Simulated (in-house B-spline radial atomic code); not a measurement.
Er⁴⁹⁺ (Z = 68, 19 electrons); electrons: [Ar] 3d1 (3d3/2: 1). Level of theory: Dirac-Hartree-Fock, average of configuration, Fermi nucleus, basis-set limit. Computed with an in-house B-spline radial code.

```
Z = 68
electrons = 19.0
configuration = 1s2 2s2 2p6 3s2 3p6 3d-1
hamiltonian = dirac
method = hf
spin_polarised = False
nucleus = fermi
rms_radius = 5.2516
mass_number = 166
atomic_mass = 165.930301067
speed_of_light = 137.035999084
```

Wanted: the number of electrons inside radius r (solid) and the radial density 4πr²ρ (dashed).

The count levels off at 19 electrons. Half of them lie within 0.109 bohr, 90 % within 0.263 bohr and 99 % within 0.377 bohr. The radial density has minima at 0.027 and 0.13 bohr, where the count stands at 2.0 and 10.7; these part the shells that the density resolves.

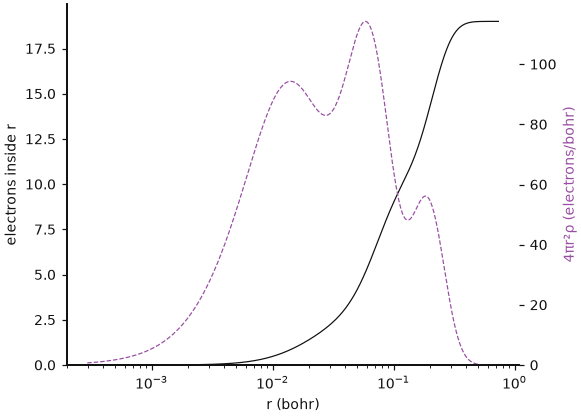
